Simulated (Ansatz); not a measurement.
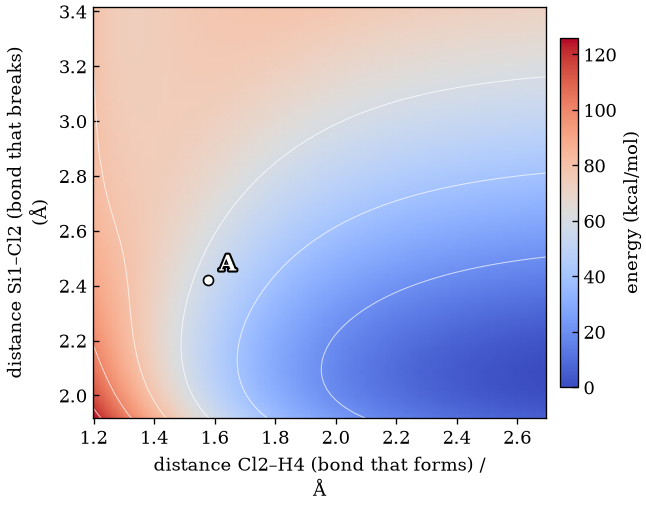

The reacting system CH₃Cl₃Si (fragments CH₃Cl₃Si where the first distance is long, CH₂Cl₂Si + ClH where the second is long). First axis: distance Cl2–H4 (bond that forms). Second axis: distance Si1–Cl2 (bond that breaks). Relaxed at each point: all other coordinates. The grid has 13 × 13 points. Points are written as (first, second). All energies are given in kcal/mol relative to the lowest grid point. The reference is spin-restricted, so regions where a bond is pulled apart into radicals lie too high. All numbers below come from RKS PBE-D4/def2-SVP in Ansatz.

The picture shows a smooth colour map with a few white contour lines, the point A. Between grid points the surface is interpolated.

### Which way does the force act at A, and how strong is it?

A, at (1.577 Å, 2.419 Å), is not a stationary point. The computed force is 88 kcal/mol for each Å towards larger values of the first coordinate and 34 kcal/mol for each Å towards smaller values of the second coordinate.
